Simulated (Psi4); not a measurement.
**NaI (Sodium Iodide): levels of theory compared**

We compute a comparison of 3 runs (HF/def2-SVP, QCISD(T)/def2-SVPD, MP3/def2-TZVPD) of NaI (Sodium Iodide). 

The results are computed with Psi4 1.11.

2 further runs of the same task are left out: 1 that didn't finish, 1 set aside as unsound or not needed.

### 1 The system as given

NaI has 2 atoms, charge 0, and is taken as a singlet. SMILES: `[Na][I]`. Geometry: a GFN2-xTB relaxation, a rough one for these elements and not checked as a minimum.

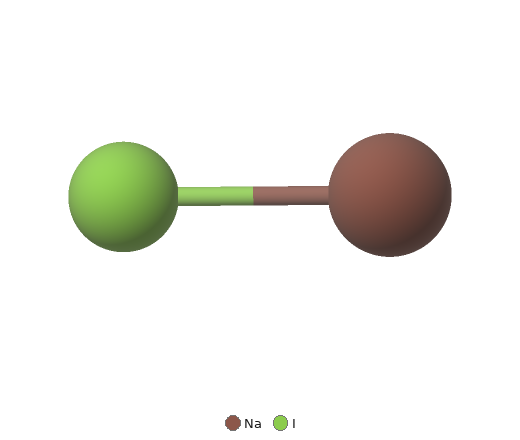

The structure, seen from a chosen angle (sodium brown, iodine green).

### 2 Energy and forces at HF/def2-SVP (core potential) (run 1)

input.in reads:

```
memory 1.6 GB

molecule {
  Na     0.00000000     0.00000000     0.00000000
  I      0.00000000     0.00000000     5.29712909
  units au
  symmetry c1
  no_reorient
  no_com
}

set {
  basis         def2-SVP
  puream        true
  e_convergence 1e-09
  d_convergence 1e-08
  scf_type      pk
}

e_tot, wfn = gradient("scf", return_wfn=True)
oeprop(wfn, "MULLIKEN_CHARGES", "LOWDIN_CHARGES", "WIBERG_LOWDIN_INDICES")
```

Command:

```bash
$ psi4 -i input.in -o input.out -n 1
```

input.out:

```text
[...]
  Running in c1 symmetry.
[...]
  Nuclear repulsion =   51.914913782099276
[...]
  Multiplicity = 1
[...]
  Nalpha       = 18
  Nbeta        = 18
[...]
    Number of basis functions: 41
[...]
   @RHF iter   1:  -458.38780214556908   -3.63286e+00   1.11466e-02 ADIIS/DIIS
[...]
   @RHF iter  10:  -458.53165279043327   -1.47793e-12   1.86365e-09 DIIS
[...]
    Orbital Energies [Eh]
    ---------------------
    Doubly Occupied:
       1A    -40.529457     2A     -7.635339     3A     -5.485428
       4A     -5.482855     5A     -5.482855     6A     -2.851298
       7A     -2.179356     8A     -2.178297     9A     -2.178297
      10A     -2.175769    11A     -2.175769    12A     -1.575175
      13A     -1.575175    14A     -1.574285    15A     -0.783161
      16A     -0.314204    17A     -0.294938    18A     -0.294938
[...]
  @RHF Final Energy:  -458.53165279043327
   => Energetics <=
    Nuclear Repulsion Energy =             51.9149137820992763
    One-Electron Energy =                -851.3599421979819226
    Two-Electron Energy =                 340.9133756254494187
    Total Energy =                       -458.5316527904332702
[...]
 Multipole Moments:
 ------------------------------------------------------------------------------------
     Multipole            Electronic (a.u.)      Nuclear  (a.u.)        Total (a.u.)
 ------------------------------------------------------------------------------------
 L = 1.  Multiply by 2.5417464519 to convert [e a0] to [Debye]
 Dipole X            :          0.0000000            0.0000000            0.0000000
 Dipole Y            :         -0.0000000            0.0000000           -0.0000000
 Dipole Z            :       -136.3860441          132.4282273           -3.9578168
 Magnitude           :                                                    3.9578168
[...]
  -Total Gradient:
     Atom            X                  Y                   Z
    ------   -----------------  -----------------  -----------------
       1        0.000000000009    -0.000000000024    -0.003486806126
       2       -0.000000000009     0.000000000024     0.003486806126
[...]
  Mulliken Charges: (a.u.)
   Center  Symbol    Alpha    Beta     Spin     Total
       1    NA     5.17312  5.17312  0.00000  0.65376
       2     I    12.82688 12.82688  0.00000 -0.65376
   Total alpha = 18.00000, Total beta = 18.00000, Total charge =  0.00000
  Lowdin Charges: (a.u.)
   Center  Symbol    Alpha    Beta     Spin     Total
       1    NA     5.34663  5.34663  0.00000  0.30674
       2     I    12.65337 12.65337  0.00000 -0.30674
  Total alpha = 18.00000, Total beta = 18.00000, Total charge =  0.00000
[...]
```

Wall time 2.4 s (1 thread of Intel Xeon 6975P-C (Granite Rapids), shared host); peak memory 0.2 GiB.

### 3 The energy at QCISD(T)/def2-SVPD (core potential) (run 2)

ina.in reads:

```
memory 1600 MB

molecule {
  Na
  I 1 r2

  r2 = 2.80312
  no_reorient
  no_com
}

set basis def2-SVPD
set reference rhf
set scf_type pk
set num_frozen_docc 5
set d_convergence 1e-07
set maxiter 80

energy_value, wavefunction = energy('qcisd(t)', return_wfn=True)
print_variables()
```

Command:

```bash
$ psi4 -i ina.in -o ina.out -n 1
```

ina.out:

```text
[...]
    !!!  WARNING: ECP capability is in beta. Please check occupations closely.  !!!
[...]
  Running in c2v symmetry.
[...]
  Nuclear repulsion =   51.914913715520569
[...]
  Multiplicity = 1
[...]
  Nalpha       = 18
  Nbeta        = 18
[...]
    Number of basis functions: 53
[...]
   @RHF iter   1:  -458.22117394937231   -2.54576e+00   2.28618e-02 ADIIS/DIIS
[...]
   @RHF iter   9:  -458.53526221964444   -1.17666e-10   3.58895e-08 DIIS
[...]
    Orbital Energies [Eh]
    ---------------------
    Doubly Occupied:
       1A1   -40.534333     2A1    -7.642422     3A1    -5.492473
       1B2    -5.489945     1B1    -5.489945     4A1    -2.854425
       5A1    -2.186384     2B2    -2.185350     2B1    -2.185350
       6A1    -2.182896     1A2    -2.182896     3B1    -1.578262
       3B2    -1.578262     7A1    -1.577425     8A1    -0.788739
       9A1    -0.320190     4B1    -0.299279     4B2    -0.299279
[...]
  @RHF Final Energy:  -458.53526221964444
   => Energetics <=
    Nuclear Repulsion Energy =             51.9149137155205693
    One-Electron Energy =                -851.1646405761914593
    Two-Electron Energy =                 340.7144646410264386
    Total Energy =                       -458.5352622196444372
[...]
 Multipole Moments:
 ------------------------------------------------------------------------------------
     Multipole            Electronic (a.u.)      Nuclear  (a.u.)        Total (a.u.)
 ------------------------------------------------------------------------------------
 L = 1.  Multiply by 2.5417464519 to convert [e a0] to [Debye]
 Dipole X            :          0.0000000            0.0000000            0.0000000
 Dipole Y            :          0.0000000            0.0000000            0.0000000
 Dipole Z            :         25.0414514          -29.0206525           -3.9792011
 Magnitude           :                                                    3.9792011
[...]
      * MP2 total energy:                   -458.668443239888
[...]
      * MP3 total energy:                   -458.676131940376
[...]
      * QCISD total energy:                 -458.676307183643
[...]
```

Run time: 3.9 s. Hardware: 1 thread of Intel Xeon 6975P-C (Granite Rapids), shared host; peak memory 0.21 GiB.

### 4 The energy at MP3/def2-TZVPD (Cholesky decomposition, core potential) (run 3)

ina.xyz reads:

```xyz
2
INa
Na     0.000000     0.000000     0.000000
I      0.000000     0.000000     2.803120
```

job.py reads:

```python
import psi4

psi4.set_memory('1600 MB')
psi4.set_num_threads(1)
psi4.core.set_output_file('ina.out', False)

with open('ina.xyz') as f:
    atoms = ''.join(f.readlines()[2:])
m = psi4.geometry('0 1\n' + atoms + 'symmetry c1')

psi4.set_options(dict(basis='def2-TZVPD', scf_type='cd', num_frozen_docc=5, mp_type='conv'))

energy_value, wavefunction = psi4.energy('mp3', molecule=m, return_wfn=True)
print('E =', round(energy_value, 9))
```

Command:

```bash
$ python job.py
```

ina.out:

```text
[...]
    !!!  WARNING: ECP capability is in beta. Please check occupations closely.  !!!
[...]
  Running in c1 symmetry.
[...]
  Nuclear repulsion =   51.914913715520569
[...]
  Multiplicity = 1
[...]
  Nalpha       = 18
  Nbeta        = 18
[...]
    Number of basis functions: 94
[...]
   @RHF iter   1:  -458.23503255143169   -2.53434e+00   9.06443e-03 ADIIS/DIIS
[...]
   @RHF iter  11:  -458.59903053309023   -2.55795e-12   2.27589e-09 DIIS
[...]
    Orbital Energies [Eh]
    ---------------------
    Doubly Occupied:
       1A    -40.523878     2A     -7.641450     3A     -5.490565
       4A     -5.489206     5A     -5.489206     6A     -2.844133
       7A     -2.184823     8A     -2.184067     9A     -2.184067
      10A     -2.182590    11A     -2.182556    12A     -1.566805
      13A     -1.566805    14A     -1.566470    15A     -0.788996
      16A     -0.320237    17A     -0.300709    18A     -0.300709
[...]
  @RHF Final Energy:  -458.59903053309023
   => Energetics <=
    Nuclear Repulsion Energy =             51.9149137155205693
    One-Electron Energy =                -851.4133432174946847
    Two-Electron Energy =                 340.8993989688838724
    Total Energy =                       -458.5990305330902288
[...]
 Multipole Moments:
 ------------------------------------------------------------------------------------
     Multipole            Electronic (a.u.)      Nuclear  (a.u.)        Total (a.u.)
 ------------------------------------------------------------------------------------
 L = 1.  Multiply by 2.5417464519 to convert [e a0] to [Debye]
 Dipole X            :         -0.0000001            0.0000000           -0.0000001
 Dipole Y            :          0.0000000            0.0000000            0.0000000
 Dipole Z            :         25.0979781          -29.0206525           -3.9226744
 Magnitude           :                                                    3.9226744
[...]
	SCS-MP2 Total Energy (a.u.)        :  -459.19858297954272
	SOS-MP2 Total Energy (a.u.)        :  -459.16516291751287
[...]
	SOS-PI-MP2 Total Energy (a.u.)     :  -459.20871156246847
[...]
	MP2 Total Energy (a.u.)            :  -459.26542310360247
[...]
	SCS-MP3 Total Energy (a.u.)        :  -459.19075060158013
[...]
	MP3 Total Energy (a.u.)            :  -459.23409359175218
[...]
```

Standard output:

```text
E = -459.234093592
```

It took 9.9 s on 1 thread of Intel Xeon 6975P-C (Granite Rapids), shared host; peak memory 0.73 GiB.

### 5 All runs side by side

```
run                                                    level      task  frozen core orbitals  energy (Eh)  HOMO energy (eV)  LUMO energy (eV)  HOMO–LUMO gap (eV)  wall time
  1                             HF/def2-SVP (core potential)  gradient                     0  -458.531653             -8.03             -0.45                7.57      2.4 s
  2                      QCISD(T)/def2-SVPD (core potential)    energy                     5  -458.679468             -8.14             -0.59                7.55      3.9 s
  3  MP3/def2-TZVPD (Cholesky decomposition, core potential)    energy                     5  -459.234094             -8.18             -0.63                7.55      9.9 s
```

### 6 Outcome

| quantity | value |
| --- | --- |
| run 3: total energy | -459.23409 Eh |
| run 3: HOMO energy (Hartree–Fock orbitals) | -8.18 eV |
| run 3: LUMO energy (Hartree–Fock orbitals) | -0.63 eV |
| run 3: HOMO–LUMO gap (Hartree–Fock orbitals) | 7.55 eV |
| run 3: correlation energy (5 core orbitals frozen) | -635.1 mEh |

All runs together took 16 s, the longest 9.9 s.
